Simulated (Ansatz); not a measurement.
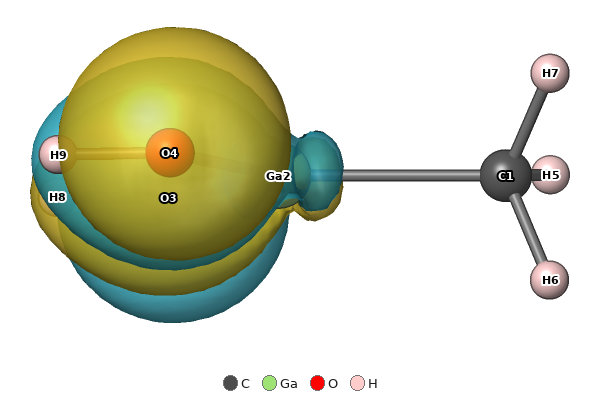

Figure. CH5GaO2. The HOMO−1 at ±0.1 Å⁻³ᐟ² (yellow and cyan are the two phases), seen from one side.

Geometry: PBE0-D4/def2-TZVP.

Method: RKS PBE0-D4/def2-TZVPP in Ansatz.

| atom | x (Å) | y (Å) | z (Å) |
| --- | --- | --- | --- |
| C | 0.1395 | 0.7406 | -1.3856 |
| Ga | -0.0223 | -0.1804 | 0.3149 |
| O | 0.2379 | -1.9475 | 0.4432 |
| O | -0.4357 | 0.7068 | 1.8148 |
| H | 0.2598 | 0.0245 | -2.1979 |
| H | 1.0053 | 1.4049 | -1.3681 |
| H | -0.7466 | 1.3499 | -1.5688 |
| H | 0.1412 | -2.3145 | 1.3236 |
| H | -0.4907 | 0.1696 | 2.6070 |

### Where does this orbital lie, and at what energy?

Its weight (Hirshfeld) is mainly on O4 (about 45 %), O3 (about 40 %) and Ga2 (about 10 %); largely a combination of lone pairs on O4 and O3. Its energy is −8.75 eV.
